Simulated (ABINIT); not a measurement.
# A GW chain in ABINIT: KBr (Fm-3m), part 2 of 2

How does a plane-wave GW calculation on KBr (Fm-3m) run from the first input to the gap?

ABINIT 10.8.3; PBE and many-body steps on it, plane waves. Known limits of the many-body steps: not at the basis limit; screening head approximate.

So far. Step 2 (Ground state): The gap is direct, at Γ. Step 3 (Bands along the symmetry lines): The gap is 4.274 eV, as in the run before at this level.

## Step 4: Empty states on the mesh, 4×4×4 mesh, 322 bands

Level of this step: DFT, PBE with spin-orbit coupling, plane waves, norm-conserving pseudopotentials (ABINIT).

The sums over transitions need many empty states on a uniform mesh; this step solves for them.

Contents of run.abi:

```
acell 3*1.0 Angstrom
rprim 
  0.000000000000 3.300000000000 3.300000000000
  3.300000000000 0.000000000000 3.300000000000
  3.300000000000 3.300000000000 0.000000000000
ntypat 2
znucl 19 35
natom 2
typat 1 2
xred 
  0.000000000000 0.000000000000 0.000000000000
  0.500000000000 0.500000000000 0.500000000000
pp_dirpath "pseudos"
pseudos "K.upf, Br.upf"
ecut 33
nspinor 2
ngkpt 4 4 4
nshiftk 1
shiftk 0 0 0
kptopt 1
chksymbreak 0
iscf -2
irdden 1
istwfk *1
nband 322
nbdbuf 28
tolwfr 1e-09
nstep 60
prtvol 0
indata_prefix "in"
outdata_prefix "out"
tmpdata_prefix "tmp"
```

Run with:

```bash
> OMP_NUM_THREADS=1 mpirun -n 4 abinit run.abi > log
```

Numbers of over 12 decimals in the logs are rounded to 6 here.

Log:

```text
.Version 10.8.3 of ABINIT. v10.8.2 released Aug 2026.

 Symmetries : space group Fm -3 m (#225); Bravais cF (face-center cubic)
[... echo of the input left out ...]
== DATASET  1 ==================================================================
-   mpi_nproc: 4, omp_nthreads: 1 (-1 if OMP is not activated)

--- !DatasetInfo
iteration_state: {dtset: 1, }
dimensions: {natom: 2, nkpt: 8, mband: 322, nsppol: 1, nspinor: 2, nspden: 1, mpw: 4477, }
cutoff_energies: {ecut:  33.0, pawecutdg:  -1.0, }
electrons: {nelect:   1.60000000E+01, charge:   0.00000000E+00, occopt:   1.00000000E+00, tsmear:   1.00000000E-02, }

 Real(R)+Recip(G) space primitive vectors, cartesian coordinates (Bohr,Bohr^-1):
 R(1)=  0.0000000  6.2360962  6.2360962  G(1)= -0.0801784  0.0801784  0.0801784
 R(2)=  6.2360962  0.0000000  6.2360962  G(2)=  0.0801784 -0.0801784  0.0801784
 R(3)=  6.2360962  6.2360962  0.0000000  G(3)=  0.0801784  0.0801784 -0.0801784
 Unit cell volume ucvol=  4.8502979E+02 bohr^3
 Angles (23,13,12)=  6.00000000E+01  6.00000000E+01  6.00000000E+01 degrees

 getcut: wavevector=  0.0000  0.0000  0.0000  ngfft=  48  48  48
         ecut(hartree)=     33.000   => boxcut(ratio)=   2.10471

--- Pseudopotential description ------------------------------------------------
- K Generated using ONCVPSP code by D. R. Hamann
- 19.00000   9.00000  180418                  znucl, zion, pspdat
12 -101130 2 -1 2222                          pspcod,pspxc,lmax,lloc,mmax
     nproj     2     3     2     0
     spin-orbit psp
        nprojso     3     4     0
  pspatm : epsatm=    8.42858871
         --- l  ekb(1:nproj) -->
             0    0.806288   10.869902
             1    4.378793    0.553430    0.000047
             2   -3.405517   -1.029007
  spin-orbit 1    0.035097   -0.028470    0.003405
  spin-orbit 2    0.002517    0.000596   -0.000210   -0.000061
 pspatm: atomic psp has been read  and splines computed

- Br Generated using ONCVPSP code by D. R. Hamann
- 35.00000   7.00000  180423                  znucl, zion, pspdat
12 -101130 2 -1 1110                          pspcod,pspxc,lmax,lloc,mmax
     nproj     2     3     3     0
     spin-orbit psp
        nprojso     4     4     0
  pspatm : epsatm=   11.65225461
         --- l  ekb(1:nproj) -->
             0    0.878030    8.455347
             1    5.296960    0.884184    0.010490
             2    2.601663    0.386433    0.000588
  spin-orbit 1    0.408712   -0.253934    0.061012   -0.000372
  spin-orbit 2    0.108928   -0.011508    0.005488   -0.000068
 pspatm: atomic psp has been read  and splines computed

--------------------------------------------------------------------------------

================================================================================
 prteigrs : about to open file out_EIG
 Non-SCF case, kpt    1 (  0.00000  0.00000  0.00000), residuals and eigenvalues=
  2.45E-10  4.06E-10  2.46E-10  3.54E-10  9.58E-11  7.09E-10  1.30E-10  5.31E-10
  6.10E-10  9.78E-10  2.96E-10  5.56E-10  1.97E-10  3.10E-10  4.09E-10  5.41E-10
  1.58E-10  2.64E-10  1.77E-10  3.70E-10  4.56E-10  5.82E-10  3.20E-10  5.08E-10
[...]
2.05E-08  4.67E-08
 -1.0210E+00 -1.0210E+00 -4.5187E-01 -4.5187E-01 -4.2038E-01 -4.2038E-01
 -4.1061E-01 -4.1061E-01 -4.1061E-01 -4.1061E-01 -1.2540E-02 -1.2540E-02
  5.6379E-03  5.6379E-03  5.6379E-03  5.6379E-03  1.6272E-01  1.6272E-01
[...]
3.2340E+00  3.2340E+00  3.2340E+00  3.2340E+00  3.2340E+00  3.2340E+00
  3.2855E+00  3.2855E+00  3.2855E+00  3.2855E+00  3.2865E+00  3.2877E+00
  3.3018E+00  3.3018E+00  3.3018E+00  3.3018E+00
 prteigrs : prtvol=0 or 1, do not print more k-points.

--- !ResultsGS
iteration_state: {dtset: 1, }
comment   : Summary of ground state results
lattice_vectors:
- [  0.0000000,   6.2360962,   6.2360962, ]
- [  6.2360962,   0.0000000,   6.2360962, ]
- [  6.2360962,   6.2360962,   0.0000000, ]
lattice_lengths: [   8.81917,    8.81917,    8.81917, ]
lattice_angles: [ 60.000,  60.000,  60.000, ] # degrees, (23, 13, 12)
lattice_volume:   4.8502979E+02
convergence: {deltae:  0.000E+00, res2:  0.000E+00, residm:  9.985E-10, diffor:  0.000E+00, }
etotal    :  -4.59173479E+01
entropy   :   0.00000000E+00
fermie    :   5.63787444E-03
cartesian_stress_tensor: null
pressure_GPa: null
xred      :
- [  0.0000E+00,   0.0000E+00,   0.0000E+00,  K]
- [  5.0000E-01,   5.0000E-01,   5.0000E-01, Br]
cartesian_forces: null
force_length_stats: {min: null, max: null, mean: null, }

 Integrated electronic density in atomic spheres:
 ------------------------------------------------
 Atom  Sphere_radius  Integrated_density
    1        2.00000          6.94457766
    2        2.00000          4.26090112
================================================================================

 ----iterations are completed or convergence reached----

 Mean square residual over all n,k,spin=   41.866E-11; max=  99.851E-11
 reduced coordinates (array xred) for    2 atoms
       0.000000000000      0.000000000000      0.000000000000
       0.500000000000      0.500000000000      0.500000000000

 cartesian coordinates (angstrom) at end:
    1      0.000000     0.000000     0.000000
    2      3.300000     3.300000     3.300000
 length scales=  1.889726125908  1.889726125908  1.889726125908 bohr
              =  1.000000000000  1.000000000000  1.000000000000 angstroms
 prteigrs : about to open file out_EIG
 Eigenvalues (hartree) for nkpt=   8  k points:
 kpt#   1, nband=322, wtk=  0.01563, kpt=  0.0000  0.0000  0.0000 (reduced coord)
[...]
3.19209    3.19209    3.23402    3.23402    3.23402    3.23402    3.23402    3.23402
   3.28553    3.28553    3.28553    3.28553    3.28655    3.28765    3.30180    3.30181
   3.30183    3.30183
 prteigrs : prtvol=0 or 1, do not print more k-points.

== END DATASET(S) ==============================================================
================================================================================

 -outvars: echo values of variables after computation  --------
            nband         322
             nkpt           8
          spgroup         225
 [... the other variables as echoed above ...]

 Calculation completed.
```

It took 6.9 min on 4 MPI ranks of Arm Neoverse V1, shared host; peak memory 0.71 GiB.

Numbers from this step:

| Quantity | Value |
| --- | --- |
| gap | 4.274 eV |
| k of the valence top | 0, 0, 0 |
| k of the conduction bottom | 0, 0, 0 |
| least direct gap | 4.274 eV |
| k points computed | 8 |
| lowest point of the top converged band, above the valence top | 85.2974 eV |

On this mesh the gap is 4.274 eV.

## Step 5: Screening, 4×4×4 mesh, 294 bands, screening to 149.7 eV

The RPA dielectric matrix is built and inverted for each q.

This step: RPA screening on PBE with spin-orbit coupling, plane waves, norm-conserving pseudopotentials.

run.abi, as its differences from that of step 4:

```diff
@@ -21,10 +21,11 @@
 chksymbreak 0
-iscf -2
-irdden 1
 istwfk *1
-nband 322
-nbdbuf 28
-tolwfr 1e-09
-nstep 60
-prtvol 0
+occopt 1
+irdwfk 1
+optdriver 3
+nband 294
+ecuteps 5.5
+inclvkb 0
+awtr 1
+symchi 1
 indata_prefix "in"
```

Log:

```text
.Version 10.8.3 of ABINIT. v10.8.2 released Aug 2026.

 Symmetries : space group Fm -3 m (#225); Bravais cF (face-center cubic)
[... echo of the input left out ...]
== DATASET  1 ==================================================================
-   mpi_nproc: 4, omp_nthreads: 1 (-1 if OMP is not activated)

--- !DatasetInfo
iteration_state: {dtset: 1, }
dimensions: {natom: 2, nkpt: 8, mband: 294, nsppol: 1, nspinor: 2, nspden: 1, mpw: 4477, }
cutoff_energies: {ecut:  33.0, pawecutdg:  -1.0, }
electrons: {nelect:   1.60000000E+01, charge:   0.00000000E+00, occopt:   1.00000000E+00, tsmear:   1.00000000E-02, }

 SCREENING: Calculation of the susceptibility and dielectric matrices

 Based on a program developped by R.W. Godby, V. Olevano, G. Onida, and L. Reining.
 Incorporated in ABINIT by V. Olevano, G.-M. Rignanese, and M. Torrent.
.Using double precision arithmetic ; gwpc =  8

[... cell and pseudopotentials left out ...]
--------------------------------------------------------------------------------

 ==== K-mesh for the wavefunctions ====
 Number of points in the irreducible wedge :     8
[... list of points left out ...]
 Together with 48 symmetry operations and time-reversal symmetry
 yields    64 points in the full Brillouin Zone.

 ==== Q-mesh for the screening function ====
 Number of points in the irreducible wedge :     8
[... list of points left out ...]
 Together with 48 symmetry operations and time-reversal symmetry
 yields    64 points in the full Brillouin Zone.

 setmesh: FFT mesh size selected  =    36x   36x   36
          total number of points  =        46656

 vcoul_init : cutoff-mode = AUXILIARY_FUNCTION
 q-points for optical limit:   1
     1)      0.000010    0.000020    0.000030

- screening: taking advantage of time-reversal symmetry
- Maximum band index for partially occupied states nbvw = 16
- Remaining bands to be divided among processors   nbcw = 278
- Number of bands treated by each node ~69

 Number of electrons calculated from density =   16.0000; Expected =   16.0000
 average of density, n =  0.032988
 r_s =    1.9343
 omega_plasma =   17.5199 [eV]

 calculating chi0 at frequencies [eV] :
  1    0.000000E+00    0.000000E+00
  2    0.000000E+00    1.751989E+01

--------------------------------------------------------------------------------
  q-point number  1        q = ( 0.000000, 0.000000, 0.000000) [r.l.u.]
--------------------------------------------------------------------------------
[... chi0 elements left out ...]
 For q-point:  0.000010 0.000020 0.000030
  dielectric constant =   2.4060
  dielectric constant without local fields =   2.9167

  Average fulfillment of the sum rule on Im[epsilon] for q-point    1 :     80.17  [%]
[... wings left out ...]
  q-point number  2        q = ( 0.250000, 0.000000, 0.000000) [r.l.u.]
--------------------------------------------------------------------------------
[... chi0 elements left out ...]
  Average fulfillment of the sum rule on Im[epsilon] for q-point    2 :     86.25  [%]

 [... 6 further q-points ...]
```

It took 7.5 min on 4 MPI ranks; peak memory 4.7 GiB.

This step gave:

- ε∞ with local fields, on this mesh, along the program's q direction: 2.406
- the same without local fields: 2.917
- plasma frequency: 17.52 eV
- plane waves in the screening matrix: 307

Local fields lower ε∞ by 18 %.

## Step 6: Self-energy, 4×4×4 mesh, 294 bands, screening to 149.7 eV

The self-energy is evaluated for the states that the input lists, and the levels follow from it, in one-shot runs by the linearised quasiparticle equation.

This step: G0W0 on PBE with spin-orbit coupling, plane waves, norm-conserving pseudopotentials.

run.abi, as its differences from that of step 5:

```diff
@@ -24,8 +24,15 @@
 irdwfk 1
-optdriver 3
+optdriver 4
 nband 294
+gwcalctyp 0
+ecutsigx 33
+symsigma 0
+nkptgw 1
+kptgw 
+  0.0000000000 0.0000000000 0.0000000000
+bdgw 
+  13 22
 ecuteps 5.5
-inclvkb 0
-awtr 1
-symchi 1
+irdscr 1
+ppmodel 1
 indata_prefix "in"
```

Log:

```text
.Version 10.8.3 of ABINIT. v10.8.2 released Aug 2026.

 Symmetries : space group Fm -3 m (#225); Bravais cF (face-center cubic)
[... echo of the input left out ...]
== DATASET  1 ==================================================================
-   mpi_nproc: 4, omp_nthreads: 1 (-1 if OMP is not activated)

--- !DatasetInfo
iteration_state: {dtset: 1, }
dimensions: {natom: 2, nkpt: 8, mband: 294, nsppol: 1, nspinor: 2, nspden: 1, mpw: 4477, }
cutoff_energies: {ecut:  33.0, pawecutdg:  -1.0, }
electrons: {nelect:   1.60000000E+01, charge:   0.00000000E+00, occopt:   1.00000000E+00, tsmear:   1.00000000E-02, }

 SIGMA: Calculation of the GW corrections

 Based on a program developped by R.W. Godby, V. Olevano, G. Onida, and L. Reining.
 Incorporated in ABINIT by V. Olevano, G.-M. Rignanese, and M. Torrent.
.Using double precision arithmetic ; gwpc =  8

[... cell and pseudopotentials left out ...]
--------------------------------------------------------------------------------

 ==== K-mesh for the wavefunctions ====
 Number of points in the irreducible wedge :     8
[... list of points left out ...]
 Together with 48 symmetry operations and time-reversal symmetry
 yields    64 points in the full Brillouin Zone.

 ==== Q-mesh for screening function ====
 Number of points in the irreducible wedge :     8
[... list of points left out ...]
 Together with 48 symmetry operations and time-reversal symmetry
 yields    64 points in the full Brillouin Zone.

 vcoul_init : cutoff-mode = AUXILIARY_FUNCTION
 q-points for optical limit:   1
     1)      0.000010    0.000020    0.000030
 setmesh: FFT mesh size selected  =    45x   45x   45
          total number of points  =        91125

 Number of electrons calculated from density =   16.0000; Expected =   16.0000
 average of density, n =  0.032988
 r_s =    1.9343
 omega_plasma =   17.5199 [eV]

 === KS Band Gaps ===
  >>>> For spin  1
   Minimum direct gap =   4.2745 [eV], located at k-point      :   0.0000  0.0000  0.0000
   Fundamental gap    =   4.2745 [eV], Top of valence bands at :   0.0000  0.0000  0.0000
                                       Bottom of conduction at :   0.0000  0.0000  0.0000
 SIGMA fundamental parameters:
 PLASMON POLE MODEL  1
 number of plane-waves for SigmaX                 4477
 number of plane-waves for SigmaC and W            307
 number of plane-waves for wavefunctions          4477
 number of bands                                   294
 number of independent spin polarizations            1
 number of spinorial components                      2
 number of k-points in IBZ                           8
 number of q-points in IBZ                           8
 number of symmetry operations                      48
 number of k-points in BZ                           64
 number of q-points in BZ                           64
 number of frequencies for dSigma/dE                 9
 frequency step for dSigma/dE [eV]                0.25
 number of omega for Sigma on real axis              0
 max omega for Sigma on real axis  [eV]           0.00
 zcut for avoiding poles [eV]                     0.10

 EPSILON^-1 parameters (SCR file):
 dimension of the eps^-1 matrix on file            307
 dimension of the eps^-1 matrix used               307
 number of plane-waves for wavefunctions          4477
 number of bands                                   294
 number of q-points in IBZ                           8
 number of frequencies                               2
 number of real frequencies                          1
 number of imag frequencies                          1

 matrix elements of self-energy operator (all in [eV])

 Perturbative Calculation

--- !SelfEnergy_ee
iteration_state: {dtset: 1, }
kpoint     : [   0.000,    0.000,    0.000, ]
spin       : 1
KS_gap     :    4.275
QP_gap     :    6.713
Delta_QP_KS:    2.438
data: !SigmaeeData |
     Band     E0 <VxcDFT>   SigX SigC(E0)      Z dSigC/dE  Sig(E)    E-E0       E
       13   0.153 -12.708 -16.470   1.566   0.817  -0.224 -14.501  -1.793  -1.640
       14   0.153 -12.708 -16.476   1.568   0.817  -0.224 -14.505  -1.797  -1.644
       15   0.153 -12.708 -16.479   1.569   0.817  -0.224 -14.508  -1.799  -1.646
       16   0.153 -12.708 -16.469   1.566   0.817  -0.224 -14.501  -1.793  -1.640
       17   4.428  -6.663  -3.092  -2.826   0.866  -0.154  -6.018   0.645   5.073
       18   4.428  -6.663  -3.092  -2.826   0.866  -0.154  -6.018   0.645   5.073
       19   7.596  -8.412  -3.759  -3.010   0.860  -0.162  -6.998   1.414   9.010
       20   7.596  -8.412  -3.759  -3.009   0.860  -0.162  -6.998   1.414   9.010
       21   7.596  -8.412  -3.760  -3.009   0.860  -0.162  -6.998   1.414   9.010
       22   7.596  -8.412  -3.760  -3.009   0.860  -0.162  -6.998   1.414   9.010

== END DATASET(S) ==============================================================
================================================================================

 -outvars: echo values of variables after computation  --------
           etotal      0.0000000000E+00
            nband         294
             nkpt           8
          spgroup         225
 [... the other variables as echoed above ...]

 Calculation completed.
```

It took 8.3 min on 4 MPI ranks; peak memory 4.3 GiB; 33 min of CPU time.

This step gave:

| Property | Result |
| --- | --- |
| G0W0 gap on the points computed | 6.713 eV |
| starting gap on the mesh | 4.274 eV |
| k of the valence top | 0, 0, 0 |
| k of the conduction bottom | 0, 0, 0 |
| Z at the valence top | 0.817 |
| Z at the conduction bottom | 0.866 |
| least direct G0W0 gap on the computed points | 6.713 eV |

The gap on the mesh goes from 4.27 eV to 6.71 eV, a correction of +2.44 eV.

Limits: finite bands, cutoff and mesh; screening head approximate. v1 is the top filled band, c1 the lowest empty one. Levels before and after the correction, in eV, zero at the valence-band top of each column:

```
           conduction bottom  valence top
Kohn-Sham               4.27         0.00
     G0W0               6.71         0.00
```

|  | level | energy (eV) |
| --- | --- | --- |
| Kohn-Sham | Γ v4 | 0.000 |
| Kohn-Sham | Γ v3-v2 | 0.000 |
| Kohn-Sham | Γ v1 | 0.000 |
| Kohn-Sham | Γ c1-c2 | 4.274 |
| Kohn-Sham | Γ c3-c6 | 7.443 |
| G0W0 | Γ v4 | 0.000 |
| G0W0 | Γ v3-v2 | -0.004 |
| G0W0 | Γ v1 | 0.000 |
| G0W0 | Γ c1-c2 | 6.713 |
| G0W0 | Γ c3-c6 | 10.650 |

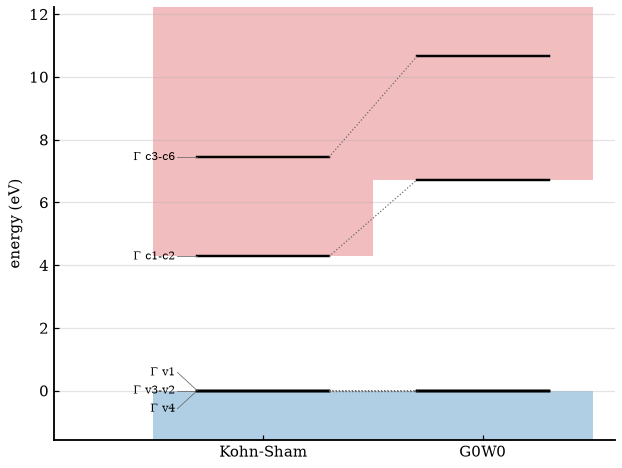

Levels before and after the correction. Shaded: valence and conduction bands.

## Step 7: Where the time went

Times are wall times on 4 MPI ranks of Arm Neoverse V1, shared host, good to a factor of about two.

| step | time | share | memory (GiB) |
| --- | --- | --- | --- |
| ground state | 25 s | 2 % | 0.4 |
| bands along the symmetry lines | 68 s | 5 % | 0.39 |
| empty states on the mesh | 6.9 min | 28 % | 0.71 |
| screening | 7.5 min | 31 % | 4.7 |
| self-energy | 8.3 min | 34 % | 4.3 |

## Step 8: Outcome

| Property | Result |
| --- | --- |
| PBE gap | 4.27 eV, direct |
| G0W0 gap on the mesh | 6.71 eV |
| GW settings | 4×4×4 mesh, 294 bands, screening to 149.7 eV, Godby-Needs plasmon pole |
| known limits | not at the basis limit; screening head approximate |

**Reading.** G0W0 moves the gap on the mesh from 4.27 eV to 6.71 eV (+2.44 eV), with Z of 0.82 and 0.87 at the edges. Local fields lower the RPA ε∞ on this mesh from 2.92 to 2.41. Only 1 of the mesh's irreducible points was corrected, so a valley elsewhere could overtake. Bands and cutoff are finite, so the gap is not at the basis limit. The miss can reach some tenths of an eV and take either sign; the mesh is an error of its own. In the G0W0 run levels were corrected at 1 k point alone, so a gap called «on the mesh» is the least over those, and an edge elsewhere would be missed. The long-wavelength limit of the screening leaves out the non-local commutator, which shifts ε∞.

[Paths, hosts, dates, memory and timing lines, banners, echoed tables and standing remarks are left out of the program output.]

[Logs are printed without paths, hosts, clocks, repeated set-up lines and the standing remarks that a program may print on its own settings, such as how far it seeks lower states.]

[Runs of the session that timed out or met a known fault of the program may be left out.]

[Hosts, paths, dates, database ids (printed as entryN), source tags and the programs' standing remarks are cut or masked in the printed files.]

[G0W0 gaps are taken among the corrected bands and points alone; a level outside them can change the order at an edge.]

[Where Ansatz stands beside ABINIT at settings called matched, ABINIT's density can come from a denser mesh and the files from another edition; pairs whose starting gaps differed by over 0.03 eV were left out, so agreement reads better than it is.]
